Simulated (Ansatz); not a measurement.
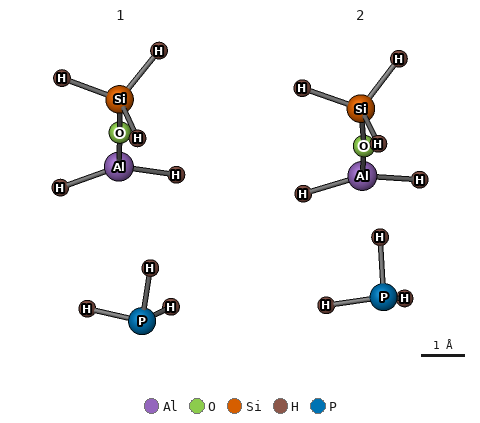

Two geometries of AlSiPH8O, drawn at one scale. One is the start of a relaxation, the other its converged end. Style: ball-and-stick. Shown from a free direction.

Level of theory: RHF/def2-SVP (Ansatz 0.2.0). Settings: no spin polarisation; force threshold 0.03 eV/Å; at most 50 steps.

**Which of the two is the end point?**

Structure 1 is the relaxed one. The run prepares an end point of a later path (reaction) calculation, from a guessed geometry. The atom that moves furthest after the best rigid fit is an H atom (0.89 Å). Largest moves by element: H 0.89 Å, P 0.58 Å, O 0.35 Å, Al 0.23 Å, Si 0.22 Å. Near-neighbour distances that change, for instance: Al–P 3.483 → 4.121 Å, Al–O 1.742 → 1.690 Å. Among the angles between lasting bonds that change: Al–O–Si 170.1° → 179.0°. Over 11 accepted moves (13 points after the start) the energy falls by 17.8 kJ/mol. The largest force component goes from 0.99 to 0.023 eV/Å. The line search rejected the trial steps at points 5, 8 of the run. The forces were under the threshold at step 6, but the run went on from there. The run took 25 s on 2 threads of Intel(R) Xeon(R) Platinum 8259CL CPU @ 2.50GHz (Skylake/Cascade Lake), on a shared host, peak memory 0.23 GiB.

Limits of the set-up: the start holds two separate molecules, 2.2 Å apart at their closest, whose relative position is a soft coordinate and is computed without a dispersion correction; Hartree-Fock leaves out electron correlation.
